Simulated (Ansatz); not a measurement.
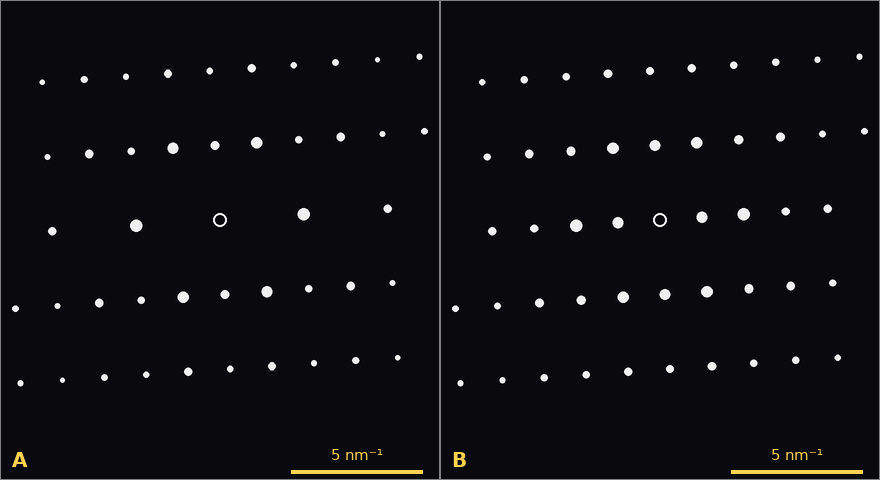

Two kinematic electron diffraction simulations (200 kV, B = 0.5 Å²) along [100] of KLi, space group P-6m2 (No. 187), a = 4.046 Å, c = 6.230 Å (hexagonal axes). In one, K and Li are ordered as in the structure; in the other they share their sites at random (average scattering factor, positions unchanged, diffuse scattering left out). Structure: the geometry relaxed with Ansatz 0.2.0, DFT PBEsol, scalar-relativistic, plane waves, PAW; the starting structure was generated, so it need not be a known form of this composition.

Which pattern belongs to the ordered crystal, and which reflections tell?

B is ordered. It has difference reflections such as 0 0 1, 0 0 3 (d = 6.23 Å for the first), whose structure factor is proportional to f(K) − f(Li); they vanish when the two elements are mixed, although the lattice stays the same for some or all of them: the mixed structure has higher symmetry or its sites cancel there.
